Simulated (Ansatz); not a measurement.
System (SMILES): OO (H2O2).
Atoms: O1, O2, H3, H4. Bonds: O1-O2, O1-H3, O2-H4.

Basis-set convergence of the optimised O1-H3 bond length at HF with Ansatz (a program for electronic structure). Cartesian d functions, on some or all atoms, in 6-31G*, 6-31+G*; all else is spherical. The program fits the integrals of some runs and decomposes those of others, by size. Core-valence sets carry the plain set on hydrogen. No added dispersion term, no relativity. Reference: the value in def2-QZVPPD, 0.9413 Å, itself unsure by roughly 0.0001 Å (its mean distance from pcseg-3, def2-QZVPP, cc-pVQZ). Deviations are taken from unrounded values.

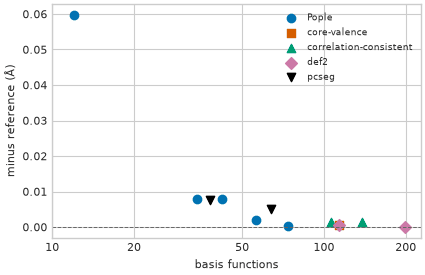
*Deviation from the reference against the number of basis functions, by family of sets.*

| basis | functions | optimised O1-H3 bond length (Å) | minus reference (Å) |
|---|---|---|---|
| STO-3G | 12 | 1.0011 | 0.0598 |
| 6-31G* | 34 | 0.9492 | 0.0079 |
| pcseg-1 | 38 | 0.9488 | 0.0075 |
| 6-31+G* | 42 | 0.9492 | 0.0079 |
| 6-311+G** | 56 | 0.9432 | 0.0019 |
| aug-pcseg-1 | 64 | 0.9465 | 0.0052 |
| 6-311++G(2d,2p) | 74 | 0.9415 | 0.0002 |
| jun-cc-pV(T+d)Z | 106 | 0.9426 | 0.0014 |
| 6-311++G(3df,3pd) | 114 | 0.9418 | 0.0005 |
| cc-pCVTZ | 114 | 0.9419 | 0.0006 |
| def2-TZVPPD | 114 | 0.9418 | 0.0005 |
| aug-cc-pVTZ | 138 | 0.9426 | 0.0013 |
| def2-QZVPPD | 198 | 0.9413 | 0.0000 |
